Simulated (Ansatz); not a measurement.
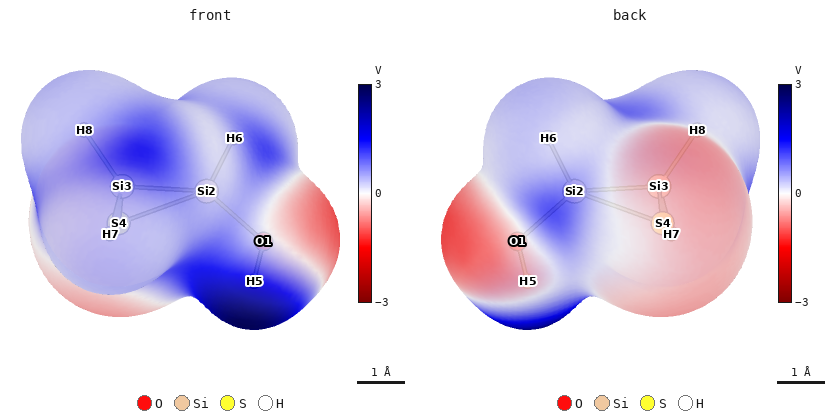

Figure 1: H4OSSi2 (SMILES O[SiH]1[SiH2]S1). The molecular electrostatic potential painted on the density surface at 0.002 e/bohr³, seen from the front and from behind; the colour scale runs from red (negative) to blue (positive).

Geometry: PBE0-D4/def2-TZVP.

All numbers below come from RKS PBE0-D4/def2-TZVPP in Ansatz 0.2.0.

The calculation's input:

```
crystal:
  periodic: [false, false, false]
  atoms:
    - {symbol: O, position_ang: [-0.244048, 2.047091, -0.532755]}
    - {symbol: Si, position_ang: [-0.396915, 0.718360, 0.412484]}
    - {symbol: Si, position_ang: [0.648613, -1.243997, 0.097200]}
    - {symbol: S, position_ang: [-1.457315, -0.966258, -0.358406]}
    - {symbol: H, position_ang: [-0.028731, 1.907826, -1.457266]}
    - {symbol: H, position_ang: [-0.842248, 1.223481, 1.724486]}
    - {symbol: H, position_ang: [1.487533, -1.500901, -1.100007]}
    - {symbol: H, position_ang: [0.925311, -2.242702, 1.158464]}
basis:
  gaussian: {orbitals: def2-TZVPP}
hamiltonian: {xc: pbe0, dispersion: d4}
output: {orbitals: {seedname: orbitals}}
```

Launched as:

```sh
ansatz run in.yaml --threads 2 --pin off --events-out ev --progress --plain --max-ram 4352MiB
```

Where is the surface potential most negative and most positive?

The most negative region (about −1.1 V) lies over O1, the most positive (about +2.9 V) over H5. O1 is the likeliest acceptor of a hydrogen bond.
